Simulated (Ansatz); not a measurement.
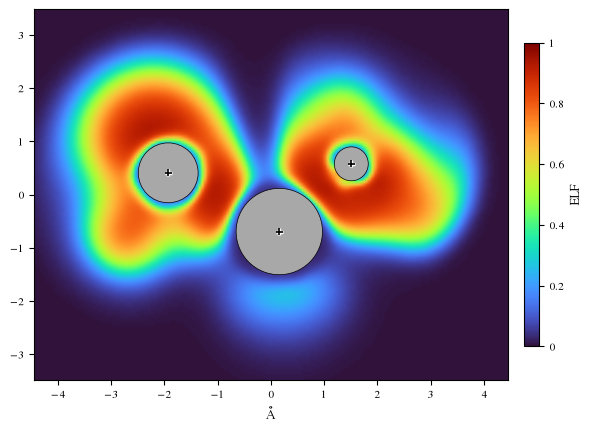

The electron localisation function on a plane through atoms (crosses mark nuclei in the plane; grey discs cover the cores).

Computed with isolated molecule in a Gaussian basis; Kohn-Sham density functional theory, functional PBE0 in Ansatz 0.2.0.

Candidates:
A. BFO (SMILES O=BF)
B. AlH$_{5}$NS (SMILES [NH2][AlH2-][SH]) (charge −1)
C. C$_{3}$H$_{5}$Cl$_{2}$ (SMILES CC[C+](Cl)Cl) (charge +1)

Q: Which system is this?

A: Candidate B: AlH$_{5}$NS on the plane of atoms N2, Al1 and S3, which holds Al, N and S. Al–N (1.86 Å): the ELF peaks at about 0.90 in the valence shell of N, 0.7 Å from its nucleus, and is about 0.70 at the midpoint. Al–S (2.36 Å): the ELF peaks at about 0.90 in the valence shell of S, 1.0 Å from its nucleus, and is about 0.90 at the midpoint.
